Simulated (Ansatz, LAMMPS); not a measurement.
# A frame of liquid 67SiO2-10B2O3-12K2O-12Na2O (mol %) from 2140 K, run at 600 K (134 atoms): a short ab initio trajectory

Aim: follow a frame of liquid 67SiO2-10B2O3-12K2O-12Na2O (mol %) from 2140 K, run at 600 K (134 atoms) for a short time with forces from DFT, then look at structure and electrons in the last frame.

Method: Kohn-Sham DFT, revPBE, PAW (set soft_2), plane waves, in Ansatz 0.2.0.

### Step 1. Set-up

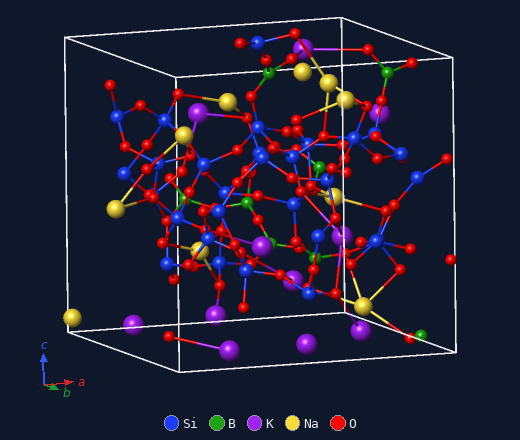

The cell as given, slightly off an axis (silicon blue, boron green, potassium purple, sodium yellow, oxygen red). Bonds to atoms that aren't drawn are left out. Some periodic images of atoms are drawn too.

The cell holds 134 atoms: 28 Si, 8 B, 10 K, 10 Na and 78 O. Its edges and angles: a = 13.537 Å, b = 13.537 Å, c = 13.537 Å, α = 90.0°, β = 90.0°, γ = 90.0°. 134 atoms (28 Si, 8 B, 10 K, 10 Na, 78 O) placed at random at 2.33 g/cm³, melted at 3000 K for 20 ps at fixed volume with the Buckingham and Coulomb pair potential of Guillot and Sator (Geochim. Cosmochim. Acta 71, 1249 (2007)) with the boron terms of Wang et al. (J. Non-Cryst. Solids 498, 294 (2018)). Snapshot at the end of a hold of 10 ps at 2140 K and zero pressure.

Before any run, some limits are plain. The network of bonds at the start is that of the classical potential that made the cell, and needn't be the one that DFT or experiment would give. The cell was made at 2140 K but the dynamics is set to 600 K: the trajectory isn't one at 2140 K. Only the Γ point is sampled, in a cell whose shortest periodic width is 14 Å.

### Step 2. Single point at the start

The forces at the start show how far the geometry lies from a minimum of this functional.

File input.yaml:

```yaml
crystal:
  lattice:
    - [13.53694, 0.0, 0.0]
    - [0.0, 13.53694, 0.0]
    - [0.0, 0.0, 13.53694]
  atoms:
    - { symbol: Si, position: [0.53786, 0.03216, 0.37748] }
    - { symbol: Si, position: [0.68034, 0.07437, 0.55516] }
    - { symbol: Si, position: [0.63981, 0.14387, 0.95699] }
    - { symbol: Si, position: [0.24654, 0.75849, 0.32092] }
    [... 124 atom lines left out ...]
    - { symbol: O, position: [0.55132, 0.84422, 0.5593] }
    - { symbol: O, position: [0.13178, 0.35055, 0.80674] }
    - { symbol: O, position: [0.87196, 0.67589, 0.81762] }
    - { symbol: O, position: [0.27683, 0.70666, 0.42122] }
    - { symbol: O, position: [0.32425, 0.82916, 0.81718] }
    - { symbol: O, position: [0.32292, 0.85084, 0.3236] }
kpoints:
  mp_grid: { grid: [1, 1, 1] }
hamiltonian:
  xc: revpbe
scf:
  occupations: { method: fermi_dirac, width: 0.05 }
output:
  forces: true
```

On the command line:

```sh
$ ansatz run input.yaml --threads 4 --pin off --max-ram 8192MiB --backend cpu --events-out ev --progress --plain --runs-dir out
```

It took 60 s on 4 threads of Arm Neoverse V1, shared host; peak memory 3.5 GiB; 3.9 min of CPU time.

Read from the output:

- free energy: -93858.0073 eV
- free energy per atom: -700.4329 eV/atom
- SCF cycles: 20
- r.m.s. force component: 1.802 eV/Å
- longest force: 8.168 eV/Å
- Fermi energy: 3.011 eV

The r.m.s. force component of 1.8 eV/Å sets the starting point.

Length of the force by element:

| element | coordination | atoms | mean length of the force (eV/Å) | spread | least | most |
| --- | --- | --- | --- | --- | --- | --- |
| B | all | 8 | 4.16 | 0.934 | 2.66 | 5.86 |
| K | all | 10 | 1.02 | 0.414 | 0.456 | 1.82 |
| Na | all | 10 | 0.856 | 0.482 | 0.129 | 1.59 |
| O | all | 78 | 2.44 | 1.28 | 0.528 | 6.48 |
| Si | all | 28 | 4.09 | 1.65 | 0.695 | 8.17 |

### Step 3. Dynamics started at 600 K

A Langevin thermostat couples each atom to a heat bath, at the price of damped dynamics. The time step is 1.0 fs.

Changes to input.yaml since step 2:

```diff
@@ -15 +15,8 @@
   forces: true
+md:
+  timestep: 1.0
+  n_steps: 70
+  ensemble: nvt_langevin
+  temperature: 600
+  initial_velocities: maxwell_boltzmann
+  seed: 3036
```

Elapsed: 38 min, on 4 threads; peak memory 3.8 GiB.

The program notes that it switched symmetry off.

Rows from the run:

| time (fs) | T (K) | potential (meV/atom) |
| --- | --- | --- |
| 0.0 | 596 | 0.0 |
| 5.0 | 756 | -23.4 |
| 9.0 | 993 | -60.1 |
| 14.0 | 1071 | -78.8 |
| 19.0 | 1220 | -96.6 |
| 23.0 | 1321 | -107.9 |
| 28.0 | 1315 | -114.9 |
| 33.0 | 1221 | -113.6 |
| 37.0 | 1201 | -117.4 |
| 42.0 | 1266 | -130.7 |
| 47.0 | 1265 | -139.7 |
| 51.0 | 1210 | -137.3 |
| 56.0 | 1213 | -144.4 |
| 61.0 | 1225 | -157.5 |
| 65.0 | 1149 | -156.6 |
| 70.0 | 1062 | -158.0 |

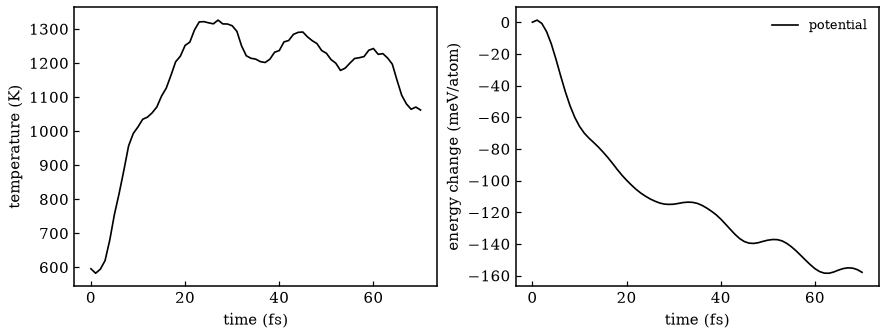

Temperature and energies against time.

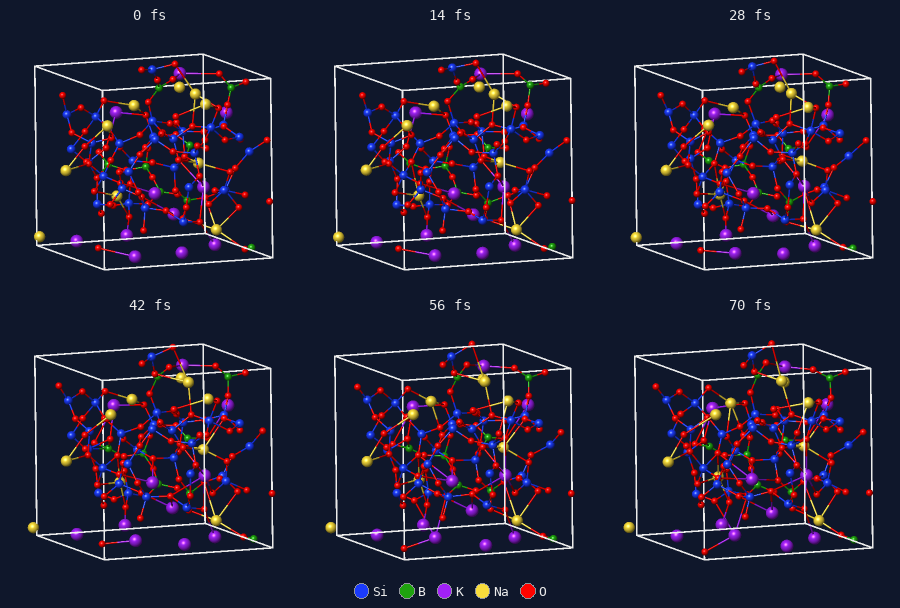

6 frames of the run. Bonds to atoms that aren't drawn are left out.

Mean square displacement from the first frame to the last: Si 0.12 Å², B 0.21 Å², K 0.28 Å², Na 0.51 Å², O 0.27 Å².

Table of mean square displacement by time lag:

```csv
time lag (fs),B (Å²),K (Å²),Na (Å²),O (Å²),Si (Å²)
1.0,2.7e-4,7.2e-5,1.4e-4,1.7e-4,1.0e-4
3.0,0.00239,6.5e-4,0.00126,0.00157,9.4e-4
6.0,0.00888,0.00262,0.00507,0.00619,0.00368
10.0,0.0207,0.00728,0.0142,0.0165,0.00973
13.0,0.0292,0.0123,0.0240,0.0265,0.0155
16.0,0.0363,0.0186,0.0364,0.0380,0.0219
19.0,0.0419,0.0261,0.0513,0.0505,0.0284
22.0,0.0471,0.0348,0.0686,0.0637,0.0349
25.0,0.0529,0.0447,0.0881,0.0774,0.0411
29.0,0.0626,0.0595,0.117,0.0965,0.0488
32.0,0.0712,0.0717,0.142,0.111,0.0542
35.0,0.0800,0.0850,0.167,0.126,0.0593
```

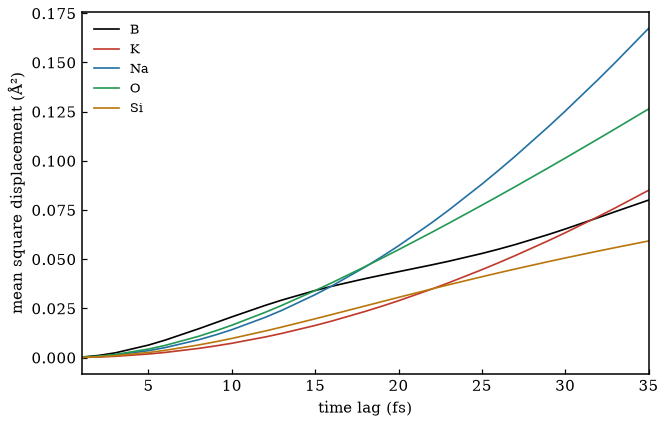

Mean square displacement against time lag.

Over the second half of 70 fs the temperature averages 1207 K, falling from about 1234 to 1130 K (means over the first and last quarter of that half). From first frame to last Na has the largest mean square displacement, 0.51 Å² at the end; the farthest move is 1.30 Å. The mean temperature of 1207 K lies well off the 600 K of the input, so the thermostat hasn't yet brought the run to equilibrium. The run spans 0.07 ps, too short for its means to be equilibrium values.

### Step 4. Structure statistics late in the run

The g(r) is a mean over the second half.

Density 1.84 g/cm³, 18.51 Å³ an atom.

Mean of 13 frames. Pair distribution functions g(r), in bins of 0.2 Å:

| r (Å) | total | O-O | O-Si | O-K | O-Na | O-B | Si-Si |
| --- | --- | --- | --- | --- | --- | --- | --- |
| 1.20 | 0.12 | 0.00 | 0.00 | 0.00 | 0.00 | 1.69 | 0.00 |
| 1.40 | 1.04 | 0.00 | 0.07 | 0.00 | 0.00 | 14.70 | 0.00 |
| 1.60 | 3.27 | 0.00 | 12.52 | 0.00 | 0.00 | 3.22 | 0.00 |
| 1.80 | 1.33 | 0.00 | 5.46 | 0.00 | 0.00 | 0.07 | 0.00 |
| 2.00 | 0.07 | 0.00 | 0.13 | 0.00 | 0.33 | 0.09 | 0.00 |
| 2.20 | 0.21 | 0.14 | 0.00 | 0.12 | 1.54 | 0.08 | 0.00 |
| 2.40 | 0.94 | 1.85 | 0.06 | 0.43 | 2.56 | 0.08 | 0.00 |
| 2.60 | 1.48 | 3.62 | 0.09 | 0.68 | 1.40 | 0.14 | 0.12 |
| 2.80 | 1.43 | 2.94 | 0.16 | 0.85 | 0.97 | 0.24 | 0.79 |
| 3.00 | 1.03 | 1.24 | 0.35 | 1.12 | 0.81 | 0.79 | 3.77 |
| 3.20 | 0.82 | 0.47 | 0.58 | 1.11 | 0.69 | 0.76 | 4.90 |
| 3.40 | 0.87 | 0.44 | 1.12 | 0.71 | 1.20 | 1.18 | 1.41 |
| 3.60 | 1.03 | 0.53 | 1.40 | 0.92 | 1.36 | 1.37 | 0.74 |
| 3.80 | 1.06 | 0.73 | 1.38 | 0.96 | 0.80 | 2.10 | 0.43 |
| 4.00 | 1.26 | 0.88 | 2.05 | 0.68 | 1.12 | 1.96 | 0.66 |
| 4.20 | 1.20 | 0.88 | 2.04 | 0.83 | 1.19 | 0.99 | 0.40 |
| 4.40 | 1.03 | 1.01 | 1.22 | 0.67 | 1.15 | 0.61 | 0.81 |
| 4.60 | 1.07 | 1.38 | 0.85 | 0.91 | 1.28 | 0.63 | 0.67 |
| 4.80 | 0.98 | 1.21 | 0.66 | 0.81 | 1.06 | 0.81 | 0.96 |
| 5.00 | 1.15 | 1.50 | 0.79 | 0.74 | 1.04 | 1.25 | 1.54 |
| 5.20 | 1.14 | 1.40 | 0.90 | 1.07 | 0.81 | 1.02 | 1.57 |
| 5.40 | 0.96 | 1.06 | 0.85 | 1.00 | 0.98 | 0.98 | 1.34 |
| 5.60 | 0.93 | 0.86 | 0.98 | 0.90 | 0.88 | 1.10 | 1.38 |
| 5.80 | 0.98 | 0.77 | 1.12 | 1.10 | 1.09 | 0.94 | 1.32 |
| 6.00 | 0.93 | 0.81 | 1.09 | 0.86 | 1.16 | 1.12 | 0.56 |
| 6.20 | 1.00 | 0.90 | 1.17 | 0.85 | 1.06 | 1.33 | 0.71 |
| 6.40 | 1.03 | 0.96 | 1.17 | 1.15 | 0.96 | 0.97 | 0.67 |
| 6.60 | 0.96 | 1.04 | 1.11 | 0.98 | 0.75 | 0.59 | 0.98 |

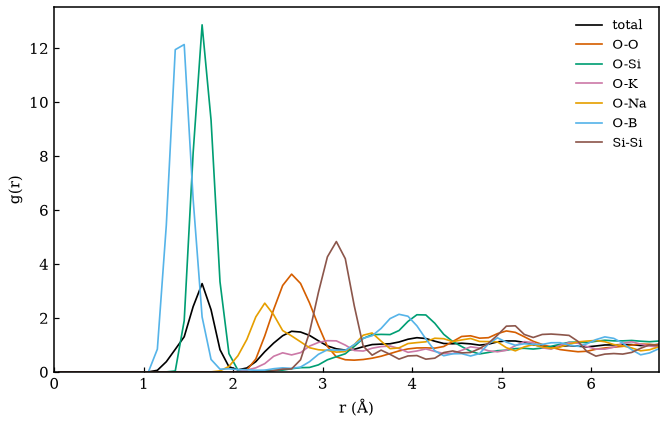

Pair distribution functions, lightly smoothed.

### Step 5. Single point at the last frame

The last frame is solved once more, with the analyses that the dynamics left out.

File input.yaml:

```yaml
crystal:
  lattice:
    - [13.53694, 0.0, 0.0]
    - [0.0, 13.53694, 0.0]
    - [0.0, 0.0, 13.53694]
  atoms:
    - { symbol: Si, position: [0.519, 0.05939, 0.3693] }
    - { symbol: Si, position: [0.67285, 0.06075, 0.56255] }
    - { symbol: Si, position: [0.63923, 0.1439, 0.97983] }
    - { symbol: Si, position: [0.24654, 0.755, 0.33224] }
    [... 124 atom lines left out ...]
    - { symbol: O, position: [0.51384, 0.84523, 0.53581] }
    - { symbol: O, position: [0.12811, 0.33938, 0.83719] }
    - { symbol: O, position: [0.88026, 0.70734, 0.80515] }
    - { symbol: O, position: [0.25296, 0.7094, 0.44762] }
    - { symbol: O, position: [0.32141, 0.8236, 0.82727] }
    - { symbol: O, position: [0.31864, 0.8553, 0.32224] }
kpoints:
  mp_grid: { grid: [1, 1, 1] }
hamiltonian:
  xc: revpbe
scf:
  occupations: { method: fermi_dirac, width: 0.05 }
output:
  forces: true
  stress: true
  populations: intrinsic
  dos:
    method: { smearing: { sigma: 0.08 } }
    de: 0.1
    projected: { site_lists: { B: [B], K: [K], Na: [Na], O: [O], Si: [Si] } }
  eigenvalues: true
  write_density: true
  write_potential: true
  volumetric_format: npy
```

Wall time 78 s (4 threads); peak memory 3.6 GiB; 5.1 min of CPU time.

The program notes that the exchange-correlation potential is rough where the density is thin.

The run gave:

| Property | Result |
| --- | --- |
| free energy | -93879.1780 eV |
| free energy per atom | -700.5909 eV/atom |
| SCF cycles | 12 |
| pressure | -1.019 GPa |
| r.m.s. force component | 1.492 eV/Å |
| longest force | 6.18 eV/Å |
| Fermi energy | 3.606 eV |
| gap (highest filled to lowest empty level) | 0.9119 eV |

Length of the force by element:

```
element  coordination  atoms  mean length of the force (eV/Å)  spread  least  most
      B           all      8                             3.53    1.40  0.997  5.27
      K           all     10                            0.772   0.494  0.355  2.00
     Na           all     10                            0.695   0.374  0.268  1.44
      O           all     78                             2.10    1.12  0.545  6.18
     Si           all     28                             3.12    1.32  0.580  5.69
```

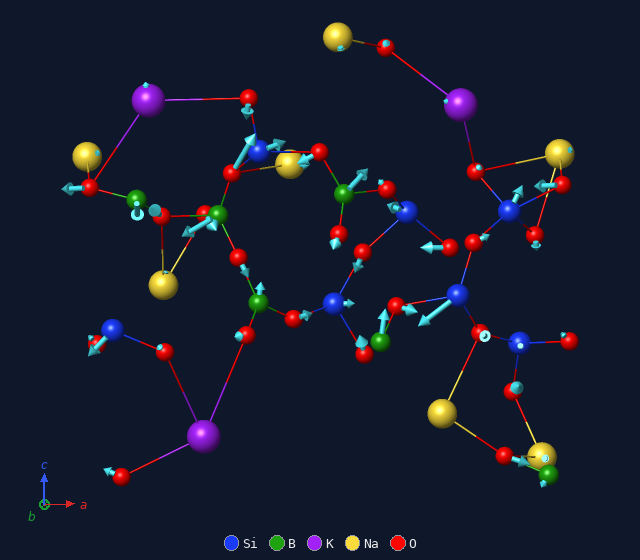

Forces as arrows; the longest in the cell is 6.18 eV/Å. Drawn is a slice 4 Å thick, seen along the normal of the ac plane.

Intrinsic-atomic-orbital charges by element:

```
element  coordination  atoms  mean charge (e)  spread  least    most
      B           all      8            0.548  0.0444  0.466   0.622
      K           all     10            0.891  0.0127  0.868   0.906
     Na           all     10            0.842  0.0186  0.821   0.868
      O           all     78           -0.878   0.130  -1.10  -0.499
     Si           all     28             1.67  0.0567   1.55    1.76
```

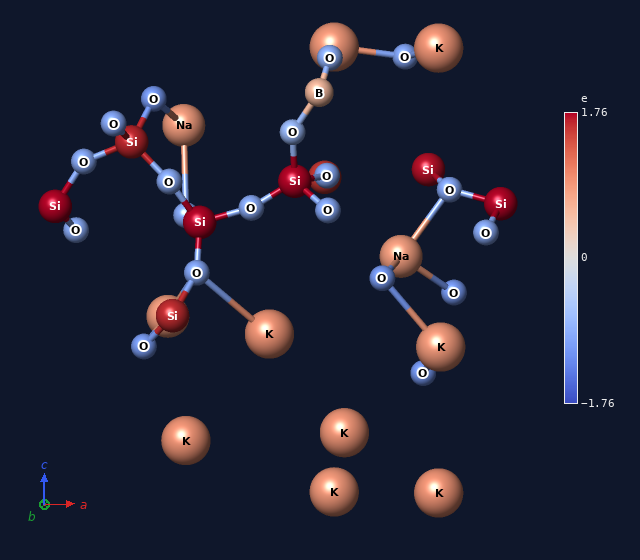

Atoms coloured by intrinsic-atomic-orbital charge. Drawn is a slice 4 Å thick, seen along the normal of the ac plane. Bonds to atoms that aren't drawn are left out.

Density of states as counts of states in windows of 1 eV (from the Fermi level), total and the larger projections:

```
from (eV)  to (eV)  total   O p  Si p
      -14      -13    2.5   0.0   0.0
      -13      -12    2.4   1.5   0.1
      -12      -11   13.0   8.6   0.6
      -11      -10   19.9  13.6   1.4
      -10       -9   20.6  14.7   2.5
       -9       -8   29.4  21.6   4.3
       -8       -7   34.8  26.2   5.1
       -7       -6   47.5  38.2   3.8
       -6       -5   64.4  55.1   3.2
       -5       -4   83.6  75.6   2.3
       -4       -3   72.9  67.4   1.9
       -3       -2   53.1  50.0   1.0
       -2       -1   22.5  21.1   0.7
       -1        0    4.0   3.8   0.1
        0        1    2.2   0.1   0.0
        1        2    8.1   0.6   0.3
        2        3   20.3   1.6   1.5
        3        4   35.1   3.3   4.7
        4        5   56.7   4.9  11.0
```

The curve was stored every 0.10 eV, coarse against its broadening of 0.08 eV, so these counts are rough.

Between -26 and -14 eV lie 272 more states.

The stored curve holds about 743 of the 784 electrons; the rest, give or take the few that broadening carries across the Fermi level, lie in deeper levels below its range.

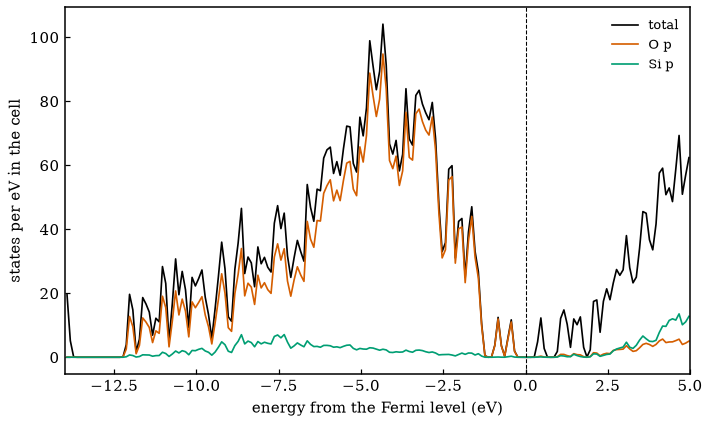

Total and projected density of states, with the broadening of the input.

The levels nearest the highest filled one (over half full), pooled over k-points and spins:

| level less the highest filled one (eV) | occupation |
| --- | --- |
| -1.12 | 2 |
| -1.09 | 2 |
| -0.987 | 2 |
| -0.941 | 2 |
| -0.378 | 2 |
| 0 | 2 |
| 0.912 | 0 |
| 1.55 | 0 |
| 1.68 | 0 |
| 1.94 | 0 |
| 2.12 | 0 |
| 2.54 | 0 |

Mean intrinsic-atomic-orbital charges: B +0.55, K +0.89, Na +0.84, O -0.88, Si +1.67 e.

### Step 6. Summary of results

* mean temperature, second half: 1207 K
* temperature swing, second half: 61.19 K
* free energy per atom: -700.5909 eV/atom
* pressure: -1.019 GPa
* r.m.s. force component: 1.492 eV/Å
* gap (highest filled to lowest empty level): 0.9119 eV
* wall time of the 3 DFT runs: 40 min

**Reading.** Over the second half of 70 fs the temperature averages 1207 K, falling from about 1234 to 1130 K (means over the first and last quarter of that half). The mean temperature of 1207 K lies well off the 600 K of the input, so the thermostat hasn't yet brought the run to equilibrium. The run spans 0.07 ps, too short for its means to be equilibrium values. Between filled and empty levels lie 0.912 eV (at Γ alone); a semilocal functional tends to put such gaps too low. In a disordered cell it changes from sample to sample and from frame to frame.

**Limits.** The pressure of a single frame lacks the kinetic term, about 0.90 GPa here.

[Logs are printed without paths, hosts, clocks, repeated set-up lines and the standing remarks that a program may print on its own settings, such as how far it seeks lower states.]

[Hosts, paths, dates, database ids (printed as entryN), source tags and the programs' standing remarks are cut or masked in the printed files.]
